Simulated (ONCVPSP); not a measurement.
```json
{"Element": "Ag", "Generator": "ONCVPSP 4.0.1", "Type": "optimised norm-conserving Vanderbilt (ONCV)", "Functional": "PBEsol", "Relativity": "scalar-relativistic", "Frozen core": "[Ar] 3d10", "Valence charge": "19", "Reference configuration": "4s2 4p6 4d10 5s1", "Partial waves": "4s+5s: rc 1.35 bohr, ncon 4, nbas 7, qcut 7.7 1/bohr, 3 projectors, debl 0.4 Ha; 4p: rc 1.25 bohr, ncon 5, nbas 8, qcut 13.6 1/bohr, 2 projectors, debl 0.4 Ha; 4d: rc 1.25 bohr, ncon 3, nbas 8, qcut 14.7 1/bohr, local", "Local potential": "the d channel", "Core correction": "none"}
```

In the p channel the program set the typed energies aside and used -2.150, 0.250 Ha.

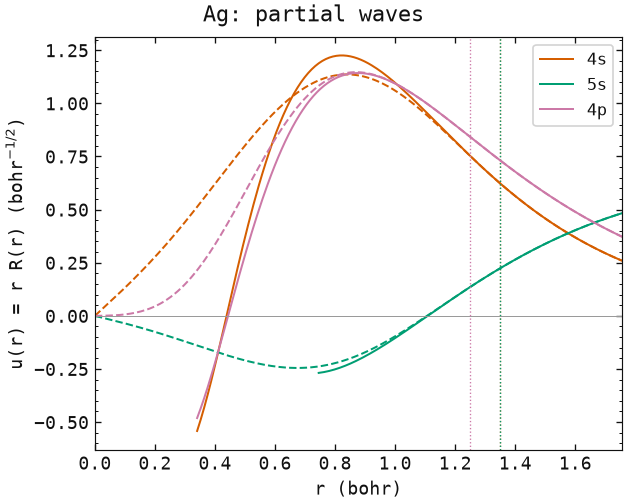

All-electron valence functions (solid) with their pseudo partners (dashed). Dotted lines mark the matching radii. The all-electron curves start outside the innermost oscillations, which aren't drawn.

Pseudo-waves: 4s has no node; 5s has a node at about 1.1 bohr; 4p has no node. A node in 5s is expected, since a lower shell of the same l is also in the valence and the two must stay orthogonal.

* Cutoffs needed: 61 Ha and 72 Ha (the cutoffs at which the residual kinetic energy of the hardest occupied pseudo-wave falls to 1 and 0.1 mHa per electron)
* Ghost test: GHOST(-) flagged for s at -247.1 eV; no localised positive-energy state flagged (flags above 300 eV left out)
* Largest excitation error: -3.5 meV (all-electron minus pseudo) for 4s2 4p6 4d8 5s0, out of 4 test configurations
